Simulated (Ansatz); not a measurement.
ClF3H6O2Si2

```xyz
14

Si   -0.2526    0.5814    1.1177
O    -0.0178   -0.1345   -0.5122
Si   -1.1060   -0.1862   -1.7956
F    -0.0526    2.0558    0.5549
F    -0.2315    0.9986    2.6934
Cl   -2.1830   -0.1493    1.2023
H     1.8584   -0.6574    0.6716
O     1.2270   -0.3182    1.4886
H     1.1009   -0.5462   -0.7158
F     2.1555   -0.9136   -0.5454
H    -1.9489   -1.3975   -1.7065
H    -0.2448   -0.2561   -3.0001
H    -1.9217    1.0455   -1.7980
H     1.6170   -0.1222    2.3454
```

A transition-state structure; geometry: PBE0-D4/def2-TZVP.

Computed with RKS PBE0-D4/def2-TZVPP in Ansatz.

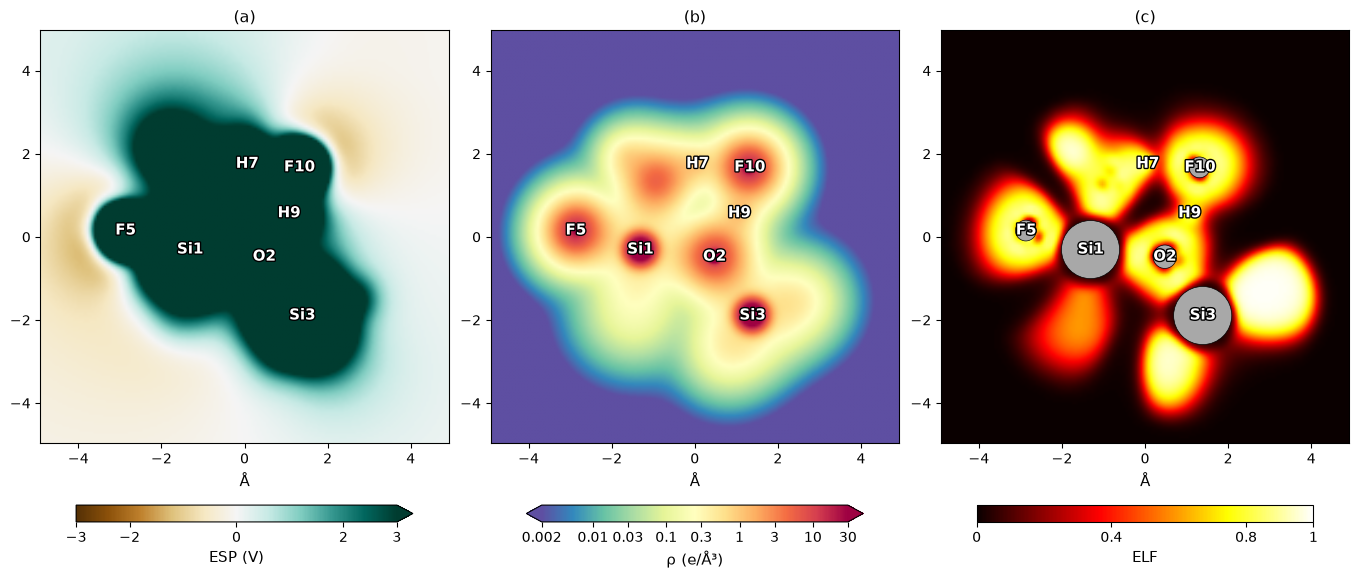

Figure 1. (a) molecular electrostatic potential; (b) electron density; (c) ELF on the plane of atoms Si1, O2 and Si3. Grey discs cover the atomic cores in the ELF map.

Read the bonding off the picture.

The plane passes through Si, O, F and H nuclei. F10···H9 (1.13 Å): the density falls to about 1.3 e/Å³ on the way; the ELF peaks at about 0.85 between the atoms. Si–O (1.68 Å): ρ is about 1.1 e/Å³ halfway; the ELF peaks at about 0.90 between the atoms, as expected for a shared but strongly polarised pair. Si–O (1.80 Å): ρ at the midpoint is about 0.86 e/Å³; the ELF peaks at about 0.90 between the atoms, as expected for a polar covalent bond. The ELF also peaks beside F5 and F10, away from the bonds: lone-pair regions. Outside the dense part of the molecule the potential is most negative (−1.2 V) near F5.

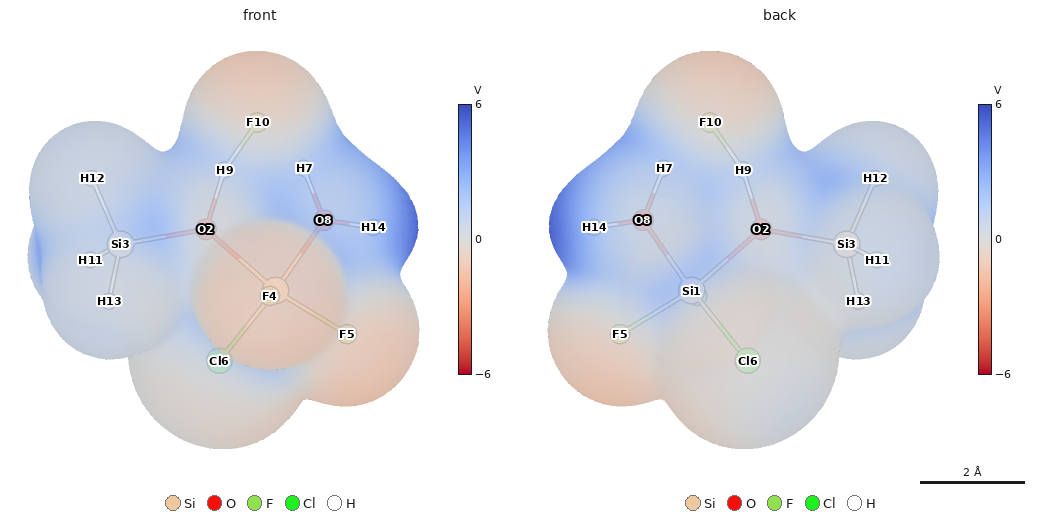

Figure 2. The molecular electrostatic potential painted on the density surface at 0.004 e/bohr³, seen from the front and from behind; red is negative and blue positive.

Describe the electrostatic potential map.

The most negative region (about −1.2 V) lies over F5, the most positive (about +4.9 V) over H14. Cl6 shows a σ-hole: about +0.4 V at the tip opposite its bond, against about −0.1 V on its flanks.

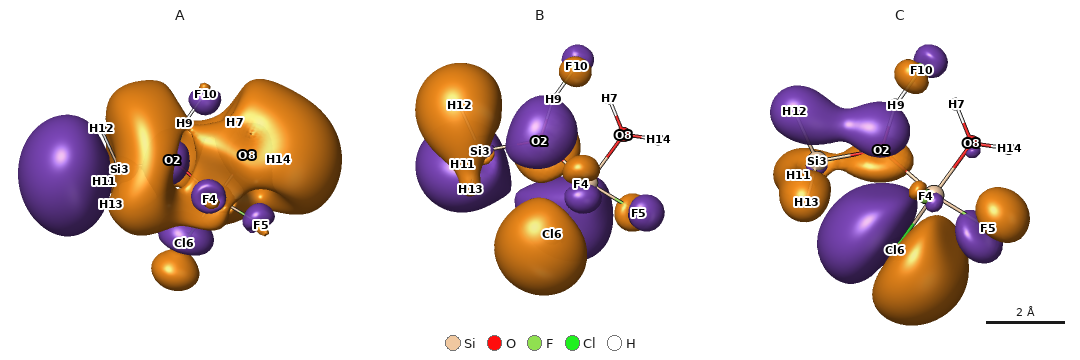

Figure 3. Three frontier orbitals at ±0.05 Å⁻³ᐟ² (orange and purple are the two phases), in no order.

Order the three orbitals by energy and name them.

B is the HOMO−1 (−9.48 eV). It lies mainly on Cl6 (about 35 %), O2 (about 20 %), Si3 (about 15 %), H11 (about 10 %) and H12 (about 10 %). C is the HOMO (−9.17 eV). It lies mainly on Cl6 (about 80 %); largely a lone pair of Cl6. A is the LUMO (−0.31 eV). By Hirshfeld shares it lies mainly on Si3 (about 35 %), H14 (about 15 %), Si1 (about 10 %) and O8 (about 5 %).

What is the HOMO–LUMO gap?

8.86 eV between the orbital energies.
